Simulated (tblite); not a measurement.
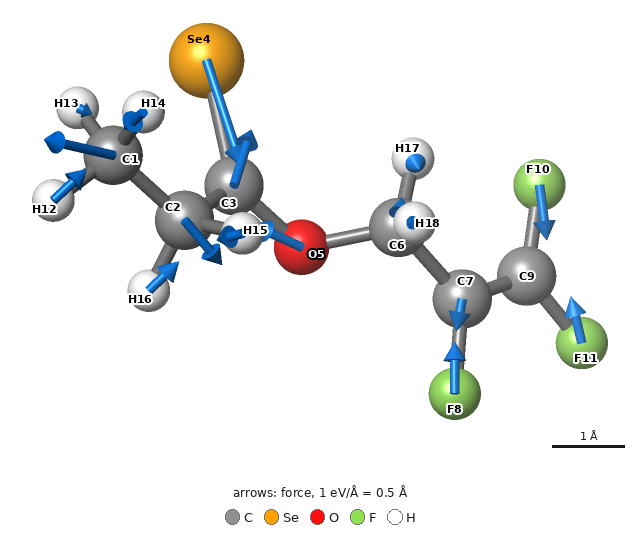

Starting geometry of C$_{6}$H$_{7}$F$_{3}$OSe with the computed forces as blue arrows. The picture is a ball-and-stick view, seen from a free direction.

Level of theory: tblite, GFN2-xTB geometry optimisation, gas phase. 

### Is this structure relaxed? If not, where do the atoms go?

It isn't relaxed: the largest force vector, on Se4, is 3.33 eV/Å. The final displacements have little in common with the starting forces (cosine between the two patterns 0.20). The atom that moves furthest after the best rigid fit is F10 (3.08 Å). Largest moves by element: F 3.08 Å, Se 1.77 Å, C 1.21 Å, H 1.13 Å, O 0.99 Å. Some distances before and after: Se4–C6 3.611 → 3.025 Å, C3–Se4 1.960 → 1.773 Å, C3–O5 1.401 → 1.329 Å, C1–H12 1.139 → 1.086 Å. Bond angles that change, for instance: F10–C9–F11 117.4° → 111.0°, C7–C6–H17 105.2° → 111.4°, C2–C1–H13 116.3° → 110.6°. Groups turn about C3–O5 by about 80°, C6–C7 by about 75°, C1–C2 by about 35°. After 155 geometry steps the energy has fallen by 33.2 kcal/mol.
